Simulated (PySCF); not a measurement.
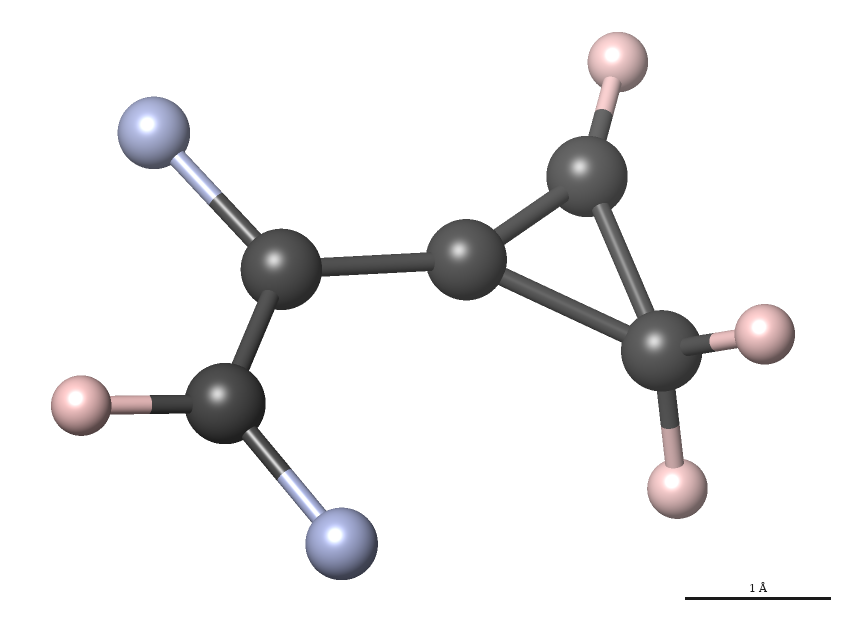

The picture shows a molecular structure as a ball-and-stick model. Every bond is drawn as one stick, whatever its order. Colours: fluorine light blue, carbon dark grey, hydrogen pink.

> What is the molecular formula?

C₅H₄F₂, 11 atoms: 5 carbon, 4 hydrogen and 2 fluorine.

> How many atoms are distinct by symmetry?

10: 1 F, 1 C, 1 C, 1 F, 1 C, 1 C, 1 C, 1 H, 1 H, 2 H.

> Name some functional groups or characteristic bonds that it holds.

Among them: alkene, C–F bond.

> Describe its rings.

Independent rings (smallest set): 1 of 3 members.

The parts below concern this one geometry. Atoms keep their numbers from picture to picture. The geometry was computed by an optimisation with PBE0-D3(BJ)/def2-SVP. No frequency run is at hand to confirm it as a minimum.

## Geometry

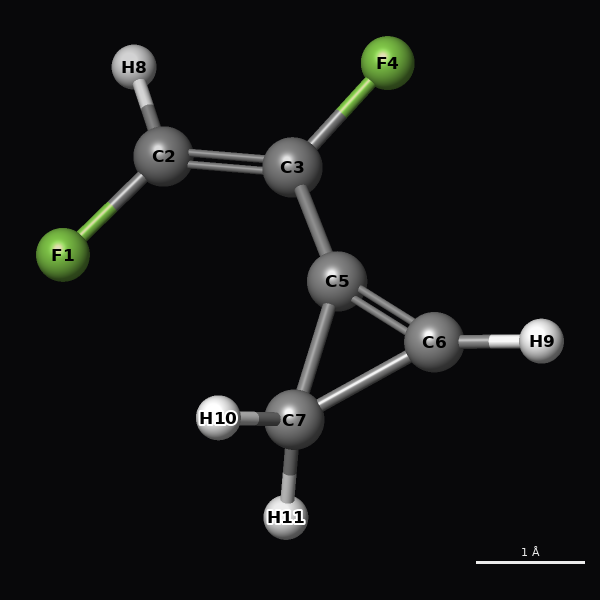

The atoms are numbered. No frequency run is at hand to confirm it as a minimum.

Estimate the angles F1–C2–C3, C2–C3–F4, C2–C3–C5, C3–C2–H8, C3–C5–C6, C3–C5–C7, F4–C3–C5, C5–C6–C7, C5–C7–C6, C5–C7–H10, C6–C5–C7, C7–C6–H9.

```tsv
angle	degrees
F1–C2–C3	121.7
C2–C3–F4	117.7
C2–C3–C5	125.6
C3–C2–H8	123.1
C3–C5–C6	150.5
C3–C5–C7	145.4
F4–C3–C5	116.8
C5–C6–C7	64.2
C5–C7–C6	51.7
C5–C7–H10	119.3
C6–C5–C7	64.1
C7–C6–H9	146.5
```

## NMR shielding

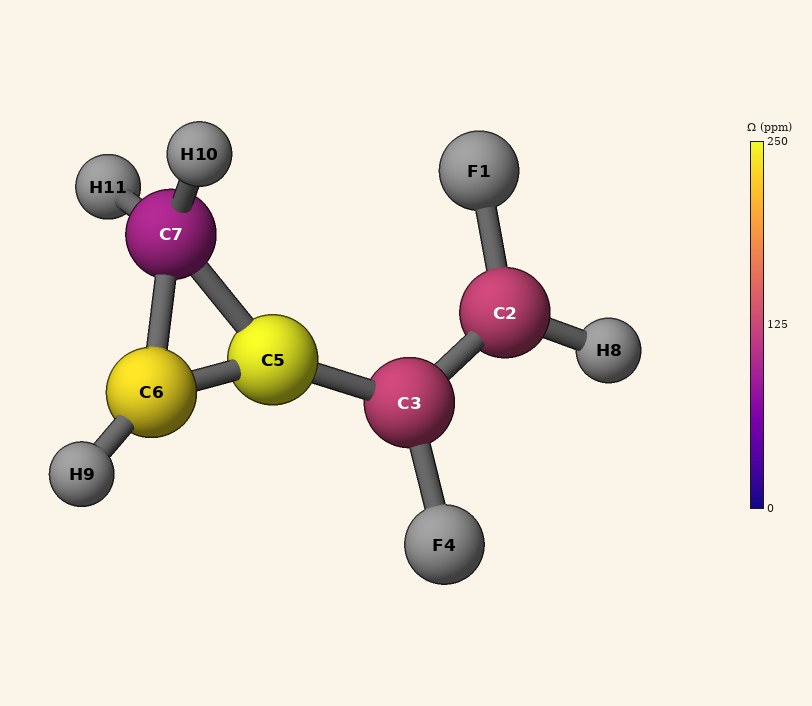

The C atoms are coloured by the span of their shielding tensor. No frequency run is at hand to confirm it as a minimum. Properties computed with GIAO PBE0/cc-pVTZ NMR shielding, non-relativistic, gas phase (PySCF 2.14.0). Principal shieldings σ11 ≤ σ22 ≤ σ33, span Ω = σ33 − σ11, skew κ = 3(σiso − σ22)/Ω.

Give the shielding tensors of the C atoms.

| atom | σ11 | σ22 | σ33 | σiso | Ω | κ |
| --- | --- | --- | --- | --- | --- | --- |
| C2 | −36.8 | 56.6 | 87.9 | 35.9 | 124.6 | −0.50 |
| C3 | −41.4 | 62.1 | 83.4 | 34.7 | 124.8 | −0.66 |
| C5 | −65.2 | 107.9 | 181.9 | 74.9 | 247.1 | −0.40 |
| C6 | −48.6 | 91.1 | 187.0 | 76.5 | 235.6 | −0.19 |
| C7 | 138.8 | 153.7 | 237.5 | 176.7 | 98.7 | 0.70 |

Shieldings and span in ppm.

## Ring current

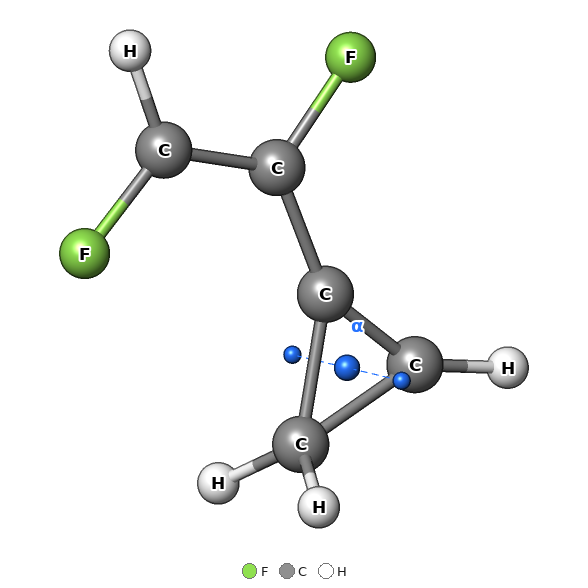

The small points mark where nucleus-independent chemical shifts (NICS) were computed: at the centre of each lettered ring and 1 Å above and below it. No frequency run is at hand to confirm it as a minimum. Level of theory: GIAO PBE0/def2-TZVP NMR shielding, non-relativistic, gas phase (PySCF 2.14.0).

Give NICS(0), NICS(1) and the out-of-plane component NICS(1)zz for each ring (means of the two sides).

```csv
ring,members,NICS(0),NICS(1),NICS(1)zz
α,C3,−29.1,−6.7,−15.1
```

Values in ppm.

## Levels of theory compared

No frequency run is at hand to confirm it as a minimum. Program: PySCF 2.14.0.

Tabulate HOMO–LUMO gap (eV), HOMO energy (eV), dipole (D) at these levels: PBE0/6-311+G(2d,p); PBE0/6-31G*; PBE0/IGLO-III; PBE0/aug-cc-pVDZ; PBE0/cc-pVDZ; PBE0/cc-pVTZ; PBE0/def2-SVP; PBE0/def2-TZVP; PBE0/pcSseg-0; PBE0/pcSseg-2.

| level | HOMO–LUMO gap (eV) | HOMO energy (eV) | dipole (D) |
| --- | --- | --- | --- |
| PBE0/6-311+G(2d,p) | 5.31 | −6.72 | 0.14 |
| PBE0/6-31G* | 5.48 | −6.37 | 0.14 |
| PBE0/IGLO-III | 5.31 | −6.70 | 0.14 |
| PBE0/aug-cc-pVDZ | 5.30 | −6.69 | 0.14 |
| PBE0/cc-pVDZ | 5.42 | −6.51 | 0.14 |
| PBE0/cc-pVTZ | 5.37 | −6.63 | 0.11 |
| PBE0/def2-SVP | 5.41 | −6.62 | 0.12 |
| PBE0/def2-TZVP | 5.35 | −6.67 | 0.12 |
| PBE0/pcSseg-0 | 5.44 | −6.84 | 0.11 |
| PBE0/pcSseg-2 | 5.32 | −6.71 | 0.13 |

## Charges

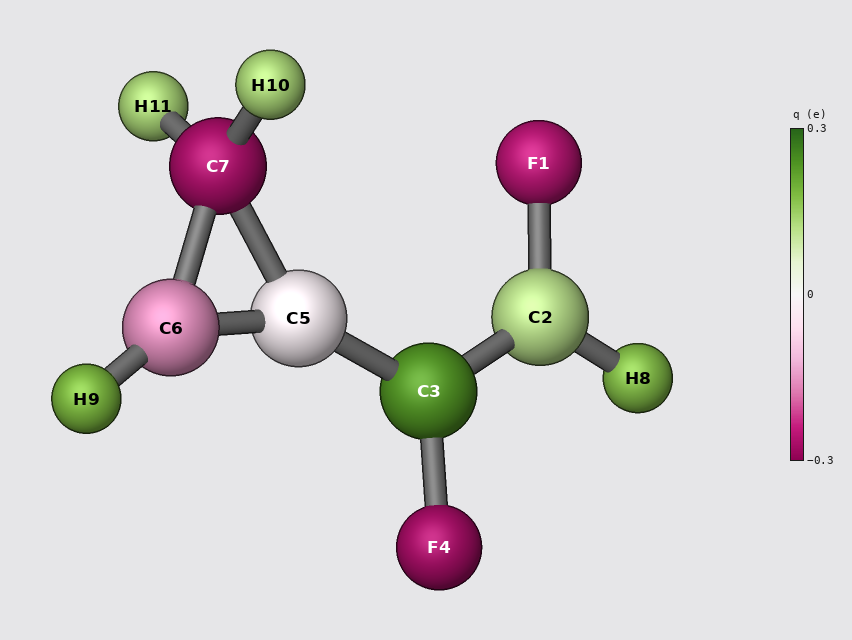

Atoms are coloured by their IAO charges. No frequency run is at hand to confirm it as a minimum. Level of theory: PBE0/6-311+G(2d,p), gas phase (PySCF 2.14.0).

> Which atom carries the highest charge (most positive or least negative)?

C3 (0.23 e).

> And the lowest?

F4 (−0.27 e).

List the IAO charges.

```
atom  value (e)
  F1      −0.25
  C2       0.11
  C3       0.23
  F4      −0.27
  C5      −0.02
  C6      −0.15
  C7      −0.26
  H8       0.17
  H9       0.18
 H10       0.13
 H11       0.13
```
